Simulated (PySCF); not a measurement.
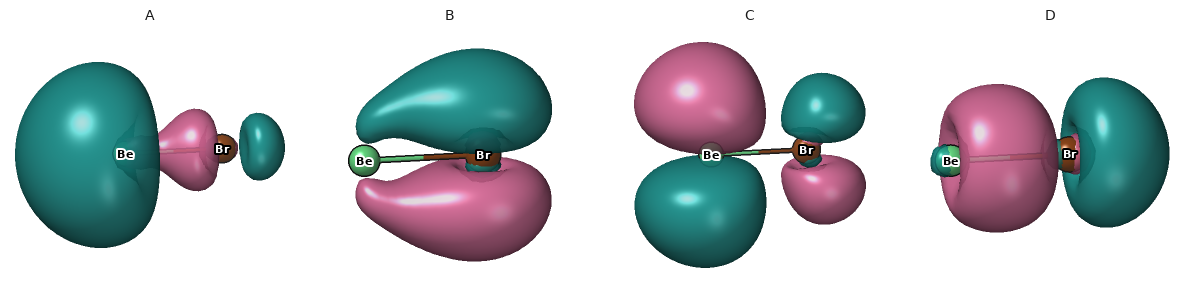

Figure. BeBr (charge +1). Four frontier orbitals, each drawn at the value that holds 80 % of its norm (teal and pink are the two phases), in no order; of a degenerate pair one member is drawn.

Method: PBE0/cc-pVDZ(-PP), non-relativistic Hamiltonian with scalar-relativistic core potentials where named, at a bond length of 1.878 Å (PySCF).

**Name the orbitals and rank them from lowest to highest energy.**

Orbital D: σ, occupied, −17.26 eV; mainly on Br (80 %).
Orbital B: π, occupied, −15.01 eV; mainly on Br (85 %).
Orbital A: σ, empty, −10.34 eV; mainly on Be (90 %).
Orbital C: π, empty, −7.29 eV; mainly on Be (75 %).
